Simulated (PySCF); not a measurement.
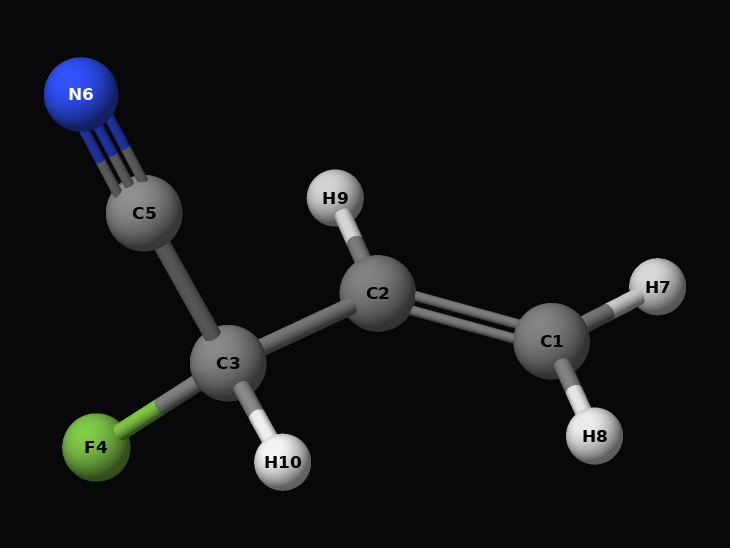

The computed structure is the end point of a PBE0-D3(BJ)/def2-SVP optimisation. No frequency run is at hand to confirm it as a minimum. Method: B3LYP/pcJ-1 indirect spin-spin coupling, non-relativistic, gas phase (PySCF 2.14.0). Isotopes: 13C, 19F, 1H, 15N.

Give the spin–spin coupling constants of these pairs, with the number of bonds between them: C3/F4, C5/N6, C3/N6, F4/H10, F4/C5, C1/F4, C2/N6, F4/H9.

| pair | bonds apart | J (Hz) |
| --- | --- | --- |
| C3, F4 | 1 | −242.8 |
| C5, N6 | 1 | −17.4 |
| C3, N6 | 2 | 2.9 |
| F4, H10 | 2 | 54.0 |
| F4, C5 | 2 | 33.8 |
| C1, F4 | 3 | 8.9 |
| C2, N6 | 3 | −0.5 |
| F4, H9 | 3 | 8.2 |

Density functionals are unreliable for couplings to fluorine, so those rows may be far off.
